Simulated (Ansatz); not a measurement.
# CH₄S₂Si: geometry and vibrations

The task is to find a stationary geometry of CH₄S₂Si, then compute its harmonic vibrations to see whether it is a minimum and to get the zero-point energy and entropy, and look at its orbitals and charge.

Program: Ansatz 0.2.0, Gaussian basis. Level of theory: RKS PBE0-D4/def2-TZVP. These are calculated values, not measurements.

Levels to be run: relaxation at PBE-D4/def2-SVP; relaxation at PBE0-D4/def2-TZVP; harmonic vibrations at the same level; a single point in def2-TZVPP for the fields.

## (1) Where the work starts

SMILES `S=C[SiH2]S`, 8 atoms, charge 0, spin multiplicity 1.

Atoms are counted from 1 here; the program's logs count them from 0.

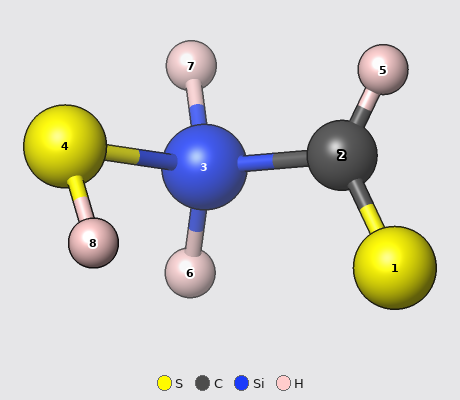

As it starts; sulfur yellow, carbon dark grey, silicon blue, hydrogen pink; atoms are numbered from 1 in the order of the file.

As a file:

```
S    -1.3382    0.2957   -1.9619
C     0.1073    0.4275   -1.2479
Si    0.2068    0.3517    0.5979
S     0.3188   -1.6927    1.2420
H     1.0608    0.5287   -1.8142
H    -0.8766    1.0577    1.3070
H     1.5403    0.9651    1.0724
H    -0.9269   -1.9908    0.7489
```

The start is a force-field geometry with small random shifts, so a cheaper pass at PBE-D4/def2-SVP comes first.

## (2) Geometry optimisation, PBE-D4/def2-SVP (cheap first pass)

Input file in.yaml:

```yaml
crystal:
  periodic: [false, false, false]
  atoms:
    - {symbol: S, position_ang: [-1.338200, 0.295700, -1.961900]}
    - {symbol: C, position_ang: [0.107300, 0.427500, -1.247900]}
    - {symbol: Si, position_ang: [0.206800, 0.351700, 0.597900]}
    - {symbol: S, position_ang: [0.318800, -1.692700, 1.242000]}
    - {symbol: H, position_ang: [1.060800, 0.528700, -1.814200]}
    - {symbol: H, position_ang: [-0.876600, 1.057700, 1.307000]}
    - {symbol: H, position_ang: [1.540300, 0.965100, 1.072400]}
    - {symbol: H, position_ang: [-0.926900, -1.990800, 0.748900]}
basis:
  gaussian: {orbitals: def2-SVP}
hamiltonian: {xc: pbe, dispersion: d4}
relax: {f_tol: 0.03, max_steps: 200}
```

Command:

```console
$ ansatz run in.yaml --threads 2 --pin off --events-out ev --progress --plain --max-ram 4352MiB
```

The log of the run, shortened:

```text
Functional definition: PBE
  name "PBE"
  cite "Perdew, Burke & Ernzerhof, Phys. Rev. Lett. 77, 3865 (1996) doi:10.1103/PhysRevLett.77.3865"
  parent pbe
[...]
996 factors; their error is unknown
[...]
mean field -30625.25914743 eV, -1125.4575151218 hartree, gradient 5.4e-5 eV, S^2 0.000000; 1 other end points of the search recorded, 0 dependent functions left out
[...]
reference -30625.25917702 eV, -1125.4575162093 hartree; 28, 28 occupied and 60, 60 virtual orbitals, 996 factors
relax step   1: F+E_penalty+E_count = -30625.48374409 eV  Δ(F+E_penalty+E_count) = +0.000e0 eV  max|allowed force component| = 1.210e0 eV/Å  Δτ_max = 0.0000 Å  (48 SCF iters, accepted)
[...]
relax step   3: F+E_penalty+E_count = -30625.52772682 eV  Δ(F+E_penalty+E_count) = +2.882e-2 eV  max|allowed force component| = 8.043e-1 eV/Å  Δτ_max = 0.0994 Å  (28 SCF iters, rejected (line search))
[...]
relax step   5: F+E_penalty+E_count = -30625.57346956 eV  Δ(F+E_penalty+E_count) = -2.952e-3 eV  max|allowed force component| = 8.145e-2 eV/Å  Δτ_max = 0.0583 Å  (29 SCF iters, accepted)
[...]
relax step   7: F+E_penalty+E_count = -30625.57512055 eV  Δ(F+E_penalty+E_count) = -7.767e-4 eV  max|allowed force component| = 2.931e-2 eV/Å  Δτ_max = 0.0472 Å  (29 SCF iters, accepted)
[...]
relax step   9: F+E_penalty+E_count = -30625.57546582 eV  Δ(F+E_penalty+E_count) = -3.453e-4 eV  max|allowed force component| = 2.869e-2 eV/Å  Δτ_max = 0.0414 Å  (28 SCF iters, accepted)
[...]
relax step  10: F+E_penalty+E_count = -30625.57552741 eV  Δ(F+E_penalty+E_count) = -6.159e-5 eV  max|allowed force component| = 5.204e-2 eV/Å  Δτ_max = 0.0507 Å  (28 SCF iters, accepted)
[...]
relax step  11: F+E_penalty+E_count = -30625.57557766 eV  Δ(F+E_penalty+E_count) = -5.025e-5 eV  max|allowed force component| = 2.350e-2 eV/Å  Δτ_max = 0.0149 Å  (30 SCF iters, accepted)
996 factors; their error is unknown
[...]
mean field -30625.35551663 eV, -1125.4610566245 hartree, gradient 7.7e-6 eV, S^2 0.000000; 2 other end points of the search recorded, 0 dependent functions left out
[...]
reference -30625.35554646 eV, -1125.4610577210 hartree; 28, 28 occupied and 60, 60 virtual orbitals, 996 factors
Total energy: -30625.57560750 eV, -1125.4691448148 hartree
Atom 0 at    -1.357022     0.577678    -1.995125 Å, force     0.018095     0.004550     0.003916 eV/Å
Atom 1 at     0.081573     0.413803    -1.232309 Å, force    -0.008910    -0.023496    -0.006346 eV/Å
Atom 2 at     0.224910     0.382676     0.656362 Å, force     0.010148     0.008466    -0.007257 eV/Å
Atom 3 at     0.410513    -1.692292     1.244168 Å, force    -0.009933    -0.005024    -0.005427 eV/Å
Atom 4 at     1.006525     0.230986    -1.828190 Å, force    -0.013223     0.011597     0.008403 eV/Å
Atom 5 at    -0.978522     1.053597     1.249005 Å, force    -0.002596     0.001759     0.002135 eV/Å
Atom 6 at     1.508162     1.010120     1.127049 Å, force    -0.004150    -0.001727     0.000036 eV/Å
Atom 7 at    -0.803839    -2.033669     0.723241 Å, force     0.010569     0.003875     0.004541 eV/Å
Dipole moment:     0.080404     0.032886     0.033416 e Å
```

Run time: 15 s. Hardware: 2 threads of Arm Neoverse V2, shared host.

Along the way: (the energy doesn't fall at every step)

```tsv
step	energy from step 1 (eV)	largest force component (eV/Å)
1	0.0000	1.2104
2	-0.0728	0.4647
3	-0.0440	0.8043
4	-0.0868	0.2194
5	-0.0897	0.0814
6	-0.0906	0.0340
7	-0.0914	0.0293
8	-0.0912	0.1544
9	-0.0917	0.0287
10	-0.0918	0.0520
11	-0.0918	0.0235
```

The force was under the threshold of 0.03 eV/Å already at step 7, but the program went on to step 11.

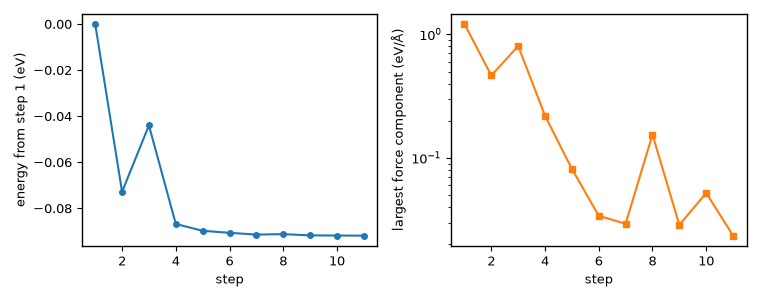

Energy and largest force along the relaxation.

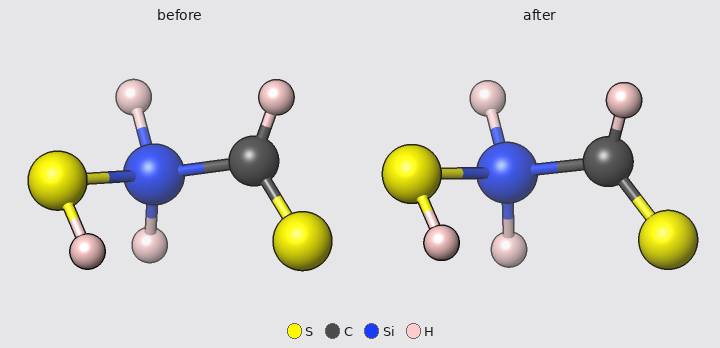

The geometry before (left) and after (right).

Distances of close pairs at the start and the end, largest changes first:

```tsv
bond	before (Å)	after (Å)	change (Å)
C2–Si3	1.850	1.894	+0.044
Si3–H7	1.543	1.504	-0.039
Si3–H6	1.475	1.500	+0.025
S1–C2	1.618	1.637	+0.019
Si3–S4	2.146	2.165	+0.018
S4–H8	1.373	1.365	-0.008
C2–H5	1.114	1.115	+0.002
```

## (3) Relaxation at PBE0-D4/def2-TZVP

Input file in.yaml:

```yaml
crystal:
  periodic: [false, false, false]
  atoms:
    - {symbol: S, position_ang: [-1.357022, 0.577678, -1.995125]}
    - {symbol: C, position_ang: [0.081573, 0.413803, -1.232309]}
    - {symbol: Si, position_ang: [0.224910, 0.382676, 0.656362]}
    - {symbol: S, position_ang: [0.410513, -1.692292, 1.244168]}
    - {symbol: H, position_ang: [1.006525, 0.230986, -1.828190]}
    - {symbol: H, position_ang: [-0.978522, 1.053597, 1.249005]}
    - {symbol: H, position_ang: [1.508162, 1.010120, 1.127049]}
    - {symbol: H, position_ang: [-0.803839, -2.033669, 0.723241]}
basis:
  gaussian: {orbitals: def2-TZVP}
hamiltonian: {xc: pbe0, dispersion: d4}
relax: {f_tol: 0.005, max_steps: 150}
```

Launched as before.

The log of the run, shortened:

```text
Functional definition: PBE0
  name "PBE0"
  cite "Adamo & Barone, J. Chem. Phys. 110, 6158 (1999) doi:10.1063/1.478522"
  cite "Perdew, Burke & Ernzerhof, Phys. Rev. Lett. 77, 3865 (1996) doi:10.1103/PhysRevLett.77.3865"
  parent pbe
[...]
1166 factors; their error is unknown
[...]
mean field -30639.50408698 eV, -1125.9810069948 hartree, gradient 1.7e-5 eV, S^2 0.000000; 0 other end points of the search recorded, 0 dependent functions left out
[...]
reference -30639.50411636 eV, -1125.9810080743 hartree; 28, 28 occupied and 138, 138 virtual orbitals, 1166 factors
relax step   1: F+E_penalty+E_count = -30639.69242895 eV  Δ(F+E_penalty+E_count) = +0.000e0 eV  max|allowed force component| = 9.429e-1 eV/Å  Δτ_max = 0.0000 Å  (29 SCF iters, accepted)
[...]
reference -30639.55268697 eV, -1125.9827930114 hartree; 28, 28 occupied and 138, 138 virtual orbitals, 1166 factors
Total energy: -30639.73965221 eV, -1125.9896638573 hartree
Atom 0 at    -1.276617     0.832279    -2.003167 Å, force     0.001198    -0.000125     0.001744 eV/Å
Atom 1 at     0.073065     0.400919    -1.235944 Å, force     0.001668    -0.001250    -0.003683 eV/Å
Atom 2 at     0.200304     0.351808     0.636126 Å, force     0.000061    -0.000472     0.001926 eV/Å
Atom 3 at     0.464701    -1.671055     1.269230 Å, force     0.000624     0.002326    -0.000992 eV/Å
Atom 4 at     0.944083     0.088343    -1.820358 Å, force    -0.001901     0.000296     0.000760 eV/Å
Atom 5 at    -1.017425     0.973031     1.203241 Å, force     0.000351    -0.000103     0.000232 eV/Å
Atom 6 at     1.437311     1.040572     1.085489 Å, force    -0.001156    -0.000260     0.000191 eV/Å
Atom 7 at    -0.733122    -2.072998     0.809586 Å, force    -0.000844    -0.000412    -0.000178 eV/Å
Dipole moment:     0.101921    -0.020145     0.048633 e Å
```

Run time: 43 s. Hardware: 2 threads of Arm Neoverse V2, shared host.

Along the way:

```tsv
step	energy from step 1 (eV)	largest force component (eV/Å)
1	0.0000	0.9429
2	-0.0327	0.4661
3	-0.0424	0.1852
4	-0.0440	0.1866
5	-0.0452	0.0853
6	-0.0465	0.0301
7	-0.0468	0.0294
8	-0.0470	0.0483
9	-0.0471	0.0613
10	-0.0471	0.0240
11	-0.0472	0.0037
```

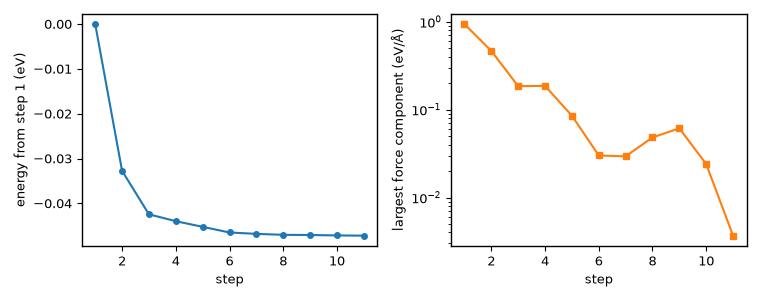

Energy and largest force along the relaxation.

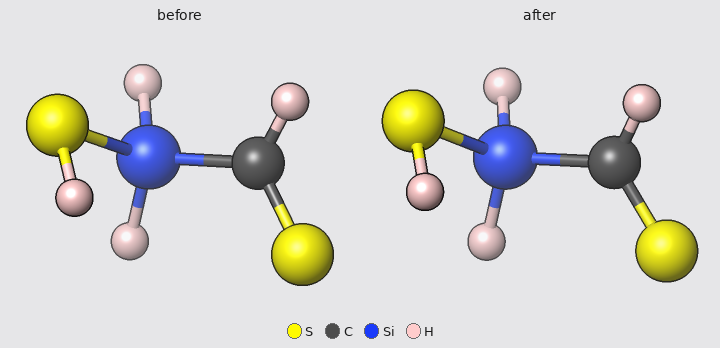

Before and after, at one scale.

Distances of close pairs at the start and the end, largest changes first:

```tsv
bond	before (Å)	after (Å)	change (Å)
Si3–S4	2.165	2.136	-0.029
S1–C2	1.637	1.611	-0.025
C2–H5	1.115	1.094	-0.021
S4–H8	1.365	1.344	-0.020
Si3–H6	1.500	1.480	-0.020
Si3–H7	1.504	1.485	-0.019
C2–Si3	1.894	1.877	-0.017
```

Mulliken charges of the relaxed molecule (report file):

```tsv
atom	value (e)
S1	-0.13
C2	-0.16
Si3	0.26
S4	-0.31
H5	0.15
H6	0.01
H7	-0.01
H8	0.18
```

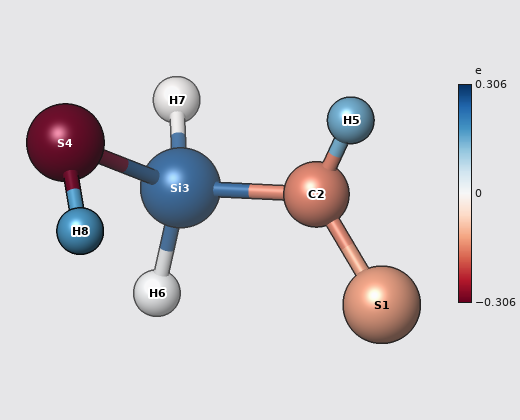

Mulliken charges of the relaxed molecule (report file), as colours on the atoms.

## (4) Harmonic vibrations

Input file in.yaml:

```yaml
crystal:
  periodic: [false, false, false]
  atoms:
    - {symbol: S, position_ang: [-1.276617, 0.832279, -2.003167]}
    - {symbol: C, position_ang: [0.073065, 0.400919, -1.235944]}
    - {symbol: Si, position_ang: [0.200304, 0.351808, 0.636126]}
    - {symbol: S, position_ang: [0.464701, -1.671055, 1.269230]}
    - {symbol: H, position_ang: [0.944083, 0.088343, -1.820358]}
    - {symbol: H, position_ang: [-1.017425, 0.973031, 1.203241]}
    - {symbol: H, position_ang: [1.437311, 1.040572, 1.085489]}
    - {symbol: H, position_ang: [-0.733122, -2.072998, 0.809586]}
basis:
  gaussian: {orbitals: def2-TZVP}
hamiltonian: {xc: pbe0, dispersion: d4}
phonons: {temperatures: {t_min: 298.15, t_max: 900, t_step: 200}}
```

Launched as before.

The log of the run, shortened:

```text
Functional definition: PBE0
  name "PBE0"
  cite "Adamo & Barone, J. Chem. Phys. 110, 6158 (1999) doi:10.1063/1.478522"
  cite "Perdew, Burke & Ernzerhof, Phys. Rev. Lett. 77, 3865 (1996) doi:10.1103/PhysRevLett.77.3865"
  parent pbe
[...]
1166 factors; their error is unknown
[...]
mean field -30639.55265537 eV, -1125.9827918500 hartree, gradient 2.2e-5 eV, S^2 0.000000; 0 other end points of the search recorded, 0 dependent functions left out
[...]
reference -30639.55268450 eV, -1125.9827929207 hartree; 28, 28 occupied and 138, 138 virtual orbitals, 1166 factors
[...]
1166 factors; their error is unknown
mean field -30639.55253915 eV, -1125.9827875791 hartree, gradient 2.3e-6 eV, S^2 0.000000; 0 other end points of the search recorded, 0 dependent functions left out
[...]
reference -30639.55256828 eV, -1125.9827886498 hartree; 28, 28 occupied and 138, 138 virtual orbitals, 1166 factors
[...]
Atom 0 at    -1.276617     0.832279    -2.003167 Å, force     0.001282    -0.000167     0.001781 eV/Å
Atom 1 at     0.073065     0.400919    -1.235944 Å, force     0.001561    -0.001266    -0.003669 eV/Å
Atom 2 at     0.200304     0.351808     0.636126 Å, force     0.000142    -0.000462     0.001931 eV/Å
Atom 3 at     0.464701    -1.671055     1.269230 Å, force     0.000604     0.002379    -0.001033 eV/Å
Atom 4 at     0.944083     0.088343    -1.820358 Å, force    -0.001902     0.000299     0.000763 eV/Å
Atom 5 at    -1.017425     0.973031     1.203241 Å, force     0.000330    -0.000098     0.000238 eV/Å
Atom 6 at     1.437311     1.040572     1.085489 Å, force    -0.001163    -0.000264     0.000190 eV/Å
Atom 7 at    -0.733122    -2.072998     0.809586 Å, force    -0.000854    -0.000420    -0.000201 eV/Å
Dipole moment:     0.101919    -0.020145     0.048632 e Å
Vibrations: 37.00 174.79 203.18 246.63 482.23 523.64 596.94 713.83 767.46 797.61 856.69 920.56 1102.10 1253.52 2229.19 2260.10 2705.16 3071.32 cm⁻¹, zero-point energy 1.174252 eV
```

Wall time 2.1 min (2 threads of Arm Neoverse V2, shared host).

Motions are named by where the mode's potential energy lies. The modes, unscaled (a negative number is an imaginary wavenumber):

```tsv
mode	cm⁻¹	motion
1	37	torsion
2	175	bend
3	203	bend with torsion
4	247	torsion with bend
5	482	torsion with Si–S stretch
6	524	Si–S stretch
7	597	bend
8	714	Si–C stretch with bend
9	767	bend with torsion
10	798	bend with torsion
11	857	bend with torsion
12	921	bend with torsion
13	1102	C–S stretch with bend
14	1254	bend with C–S stretch
15	2229	Si–H stretch
16	2260	Si–H stretch
17	2705	S–H stretch
18	3071	C–H stretch
```

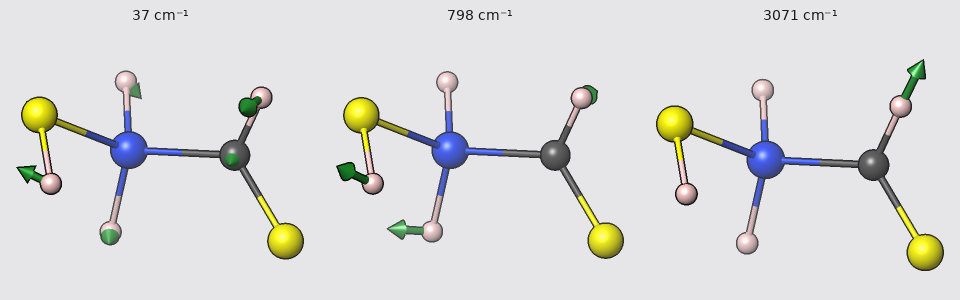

Displacements of 3 modes, as arrows.

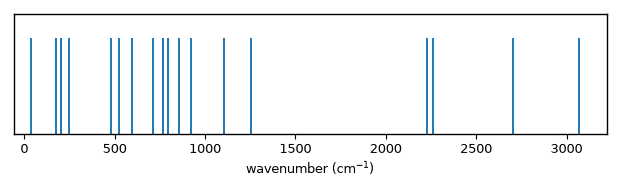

The harmonic wavenumbers as sticks (no intensities were computed).

From these modes and the moments of inertia (298.15 K, 1 bar, symmetry number 1):

```tsv
term	value
zero-point energy	113.3 kJ/mol
H(298) − E	132.5 kJ/mol
entropy, translation	167.3 J/(mol K)
entropy, rotation	114.2 J/(mol K)
entropy, vibration	60.8 J/(mol K)
entropy, total	342.3 J/(mol K)
```

## (5) Fields at the relaxed geometry

in.yaml, as its differences from that of step 4:

```diff
@@ -12,4 +12,4 @@
 basis:
-  gaussian: {orbitals: def2-TZVP}
+  gaussian: {orbitals: def2-TZVPP}
 hamiltonian: {xc: pbe0, dispersion: d4}
-phonons: {temperatures: {t_min: 298.15, t_max: 900, t_step: 200}}
+output: {orbitals: {seedname: orbitals}}
```

Launched as before.

The log of the run:

```text
Functional definition: PBE0
  name "PBE0"
  cite "Adamo & Barone, J. Chem. Phys. 110, 6158 (1999) doi:10.1063/1.478522"
  cite "Perdew, Burke & Ernzerhof, Phys. Rev. Lett. 77, 3865 (1996) doi:10.1103/PhysRevLett.77.3865"
  parent pbe
  parameter a = 0.25
  parameter kappa = 0.804
  parameter beta = 0.06672455060314922
  exchange = (1 - a)*pbe_x(kappa = kappa, mu = beta*pi^2/3) + a*exact_x
  correlation = pbe_c(beta = beta)
1337 factors; their error is unknown
mean field evaluation 1: about -30635.2830 eV, gradient 4.2e1 eV
mean field evaluation 2: about -30626.7557 eV, gradient 6.7e1 eV
mean field evaluation 4: about -30639.5375 eV, gradient 3.0e0 eV
mean field evaluation 8: about -30639.5562 eV, gradient 6.1e-2 eV
mean field evaluation 16: about -30639.5908 eV, gradient 5.6e-5 eV
mean field -30639.59082187 eV, -1125.9841944430 hartree, gradient 5.6e-5 eV, S^2 0.000000; 0 other end points of the search recorded, 0 dependent functions left out
reference -30639.59085088 eV, -1125.9841955093 hartree; 28, 28 occupied and 185, 185 virtual orbitals, 1337 factors
Total energy: -30639.77781613 eV, -1125.9910663555 hartree
```

It took 3.8 s on 2 threads of Arm Neoverse V2, shared host; peak memory 0.51 GiB.

Orbitals, density, ELF and potential are computed afterwards from the orbital file.

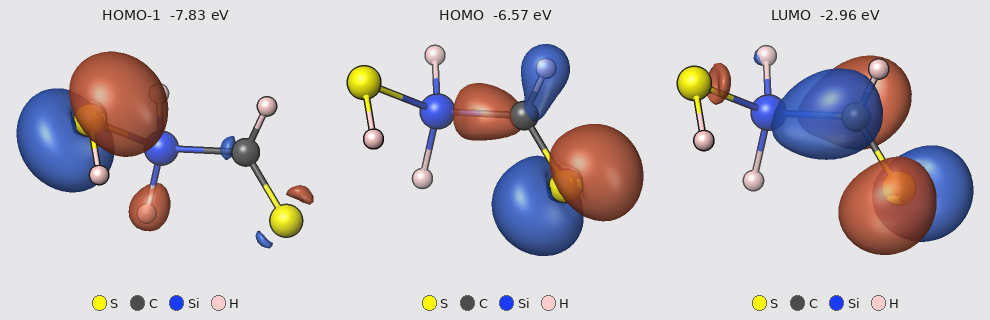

PBE0-D4/def2-TZVPP orbitals near the gap, drawn at the value that encloses 70 % of each; the two colours are the two signs.

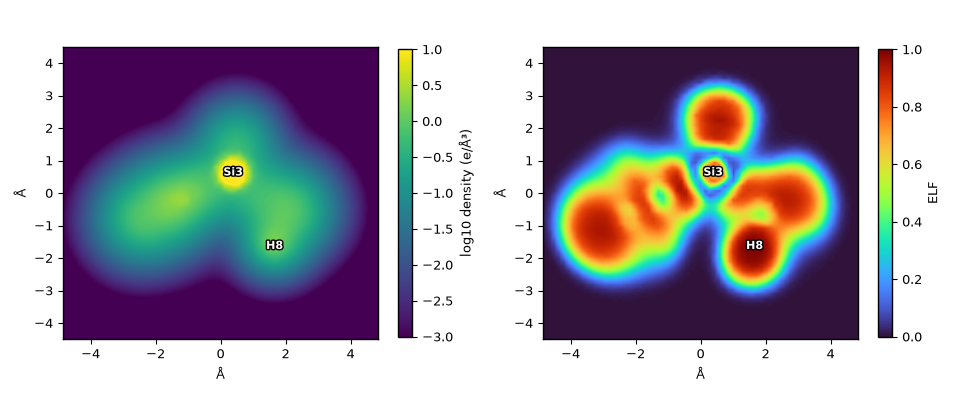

Density (left) and ELF (right) in a plane through or near 2 of the atoms.

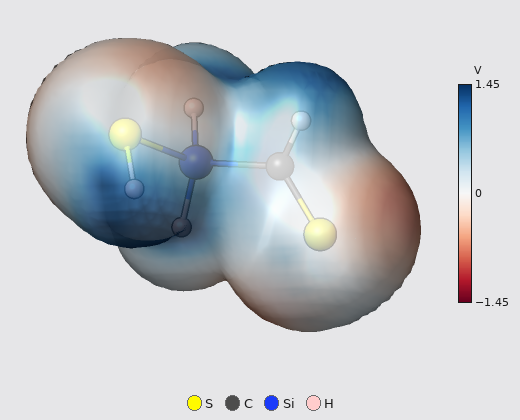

Electrostatic potential on the surface of density 0.002 e/bohr³; red is low, blue high. It runs, from the 1st to the 99th percentile, from -0.75 V near S1 to 1.45 V near H8.

## (6) What came out

```
                  quantity            value
               point group               C1
                     steps          11 + 11
shift from the start (rms)          0.280 Å
              total energy   -30639.7397 eV
           dispersion term         -187 meV
             dipole moment           0.55 D
lowest, highest wavenumber    37, 3071 cm⁻¹
         zero-point energy     113.3 kJ/mol
       entropy at 298.15 K  342.3 J/(mol K)
                HOMO, LUMO  -6.57, -2.96 eV
```

What this shows: The atoms moved 0.28 Å (rms) from the start; the bond that changed most is Si3–H7, from 1.543 to 1.485 Å. No mode is imaginary: a true minimum at this level. The stiffest mode, 3071 cm⁻¹, is a C–H stretch, and 2 modes under 200 cm⁻¹ make the vibrational entropy uncertain. Harmonic hybrid wavenumbers usually lie a few per cent above measured fundamentals. The largest Mulliken charge, -0.31 e, sits on S4. The HOMO lies mostly on S1 76 %; C2 8 % and the LUMO on S1 45 %; C2 37 %.
